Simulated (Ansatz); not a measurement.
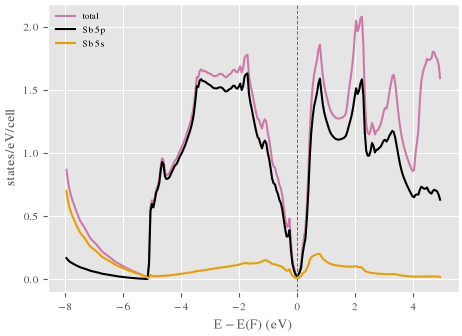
Fig. 1. Total and projected density of states of Sb (A7 (α-As type), R-3m), plane-wave PAW PBE (Ansatz code)

**Question.** Which orbitals carry the states next to the Fermi level?

**Answer.** Within 0.5 eV of the Fermi level: Sb 5p 82 %, Sb 5s 15 %. Projections are on Löwdin-orthogonalised atomic valence shells; empty p or d shells of many metals are not among them.

**Question.** Where is the tallest occupied peak in this window, and what makes it?

**Answer.** Near -1.7 eV, about 1.8 states/eV per cell; the largest projected share is Sb 5p.

Symmetry was held in the PBE relaxation. Spin–orbit coupling is left out wherever it is not named.

Potentials: the later of the program's two PAW sets.
